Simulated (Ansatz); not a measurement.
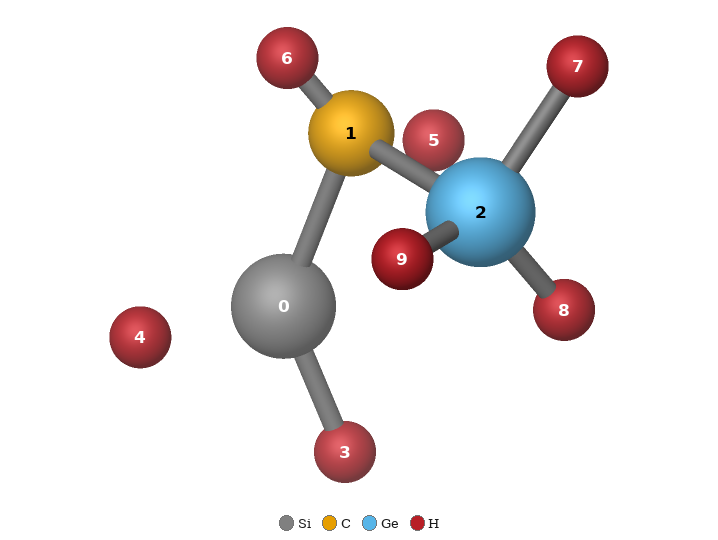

The picture shows the input geometry. Atoms are numbered from 0, in the order of the input.

Input file:

```yaml
crystal:
  periodic: [false, false, false]
  atoms:
    - {symbol: Si, position_ang: [-1.137496, 0.195508, -1.211392]}
    - {symbol: C, position_ang: [0.631930, -0.399714, -0.653715]}
    - {symbol: Ge, position_ang: [0.515176, 0.104039, 1.300865]}
    - {symbol: H, position_ang: [-2.656679, 0.096048, -0.693764]}
    - {symbol: H, position_ang: [-0.815496, 1.837847, -1.673043]}
    - {symbol: H, position_ang: [-0.058317, -1.662744, -0.684921]}
    - {symbol: H, position_ang: [1.423699, -0.186077, -1.189687]}
    - {symbol: H, position_ang: [1.770565, -0.924499, 1.832262]}
    - {symbol: H, position_ang: [-0.724840, -0.479397, 1.747361]}
    - {symbol: H, position_ang: [0.663594, 1.447523, 1.389407]}
basis:
  gaussian: {orbitals: def2-TZVPD}
magnetization: {spin_polarized: true, initial_magnetization: 1}
hamiltonian: {xc: {name: wPBEh}}
output: {forces: true}
```

It was started with:

```sh
ansatz run in.yaml --threads 2 --pin off --events-out ev --progress --plain --max-ram 22528MiB --backend cpu
```

What the program printed:

```
Functional definition: wPBEh
  name "wPBEh"
  cite "Heyd, Scuseria & Ernzerhof, J. Chem. Phys. 118, 8207 (2003) doi:10.1063/1.1564060"
  cite "Krukau, Vydrov, Izmaylov & Scuseria, J. Chem. Phys. 125, 224106 (2006) doi:10.1063/1.2404663"
  cite "Heyd & Scuseria, J. Chem. Phys. 120, 7274 (2004) doi:10.1063/1.1668634"
  cite "Ernzerhof & Perdew, J. Chem. Phys. 109, 3313 (1998) doi:10.1063/1.476928"
  cite "Perdew, Burke & Ernzerhof, Phys. Rev. Lett. 77, 3865 (1996) doi:10.1103/PhysRevLett.77.3865"
  parent pbe
  parameter a = 0.25
  parameter omega = 0.11/bohr
  exchange = wpbe_x - a*pbe_x_sr(omega) + a*exact_x_sr(omega)
  correlation = pbe_c
1253 factors; their error is unknown
174 factors; integrals over basis functions are off by at most 5.1e-7 eV
mean field evaluation 1: about -65523.5596 eV, gradient 3.9e1 eV
mean field evaluation 2: about -65506.9005 eV, gradient 5.9e1 eV
mean field evaluation 4: about -65530.5477 eV, gradient 3.8e0 eV
mean field evaluation 8: about -65530.5857 eV, gradient 4.4e-2 eV
mean field evaluation 16: about -65530.8138 eV, gradient 4.1e-4 eV
mean field -65530.81376613 eV, -2408.2129875245 hartree, gradient 3.1e-5 eV, S^2 0.754435; 0 other end points of the search recorded, 0 dependent functions left out
the calculation of the forces begins
reference -65530.81382008 eV, -2408.2129895069 hartree; 30, 29 occupied and 167, 168 virtual orbitals, 1253 factors
Total energy: -65530.81382008 eV, -2408.2129895069 hartree
Atom 0 at    -1.137496     0.195508    -1.211392 Å, force     0.704101     3.135259    -2.206264 eV/Å
Atom 1 at     0.631930    -0.399714    -0.653715 Å, force    -9.581342    -4.018813     4.501161 eV/Å
Atom 2 at     0.515176     0.104039     1.300865 Å, force     3.306465    -5.861605    -1.642586 eV/Å
Atom 3 at    -2.656679     0.096048    -0.693764 Å, force     1.860907    -0.138882     0.282893 eV/Å
Atom 4 at    -0.815496     1.837847    -1.673043 Å, force    -0.899208    -2.097334     0.717536 eV/Å
Atom 5 at    -0.058317    -1.662744    -0.684921 Å, force     3.259873     3.048839     0.043314 eV/Å
Atom 6 at     1.423699    -0.186077    -1.189687 Å, force     3.774893     0.546769    -3.121505 eV/Å
Atom 7 at     1.770565    -0.924499     1.832262 Å, force    -1.299511     1.494506     0.020998 eV/Å
Atom 8 at    -0.724840    -0.479397     1.747361 Å, force    -1.704926    -0.568066     0.754979 eV/Å
Atom 9 at     0.663594     1.447523     1.389407 Å, force     0.578749     4.459325     0.649475 eV/Å
Dipole moment:     0.073549    -0.074598     0.247820 e Å
```

The run converged.
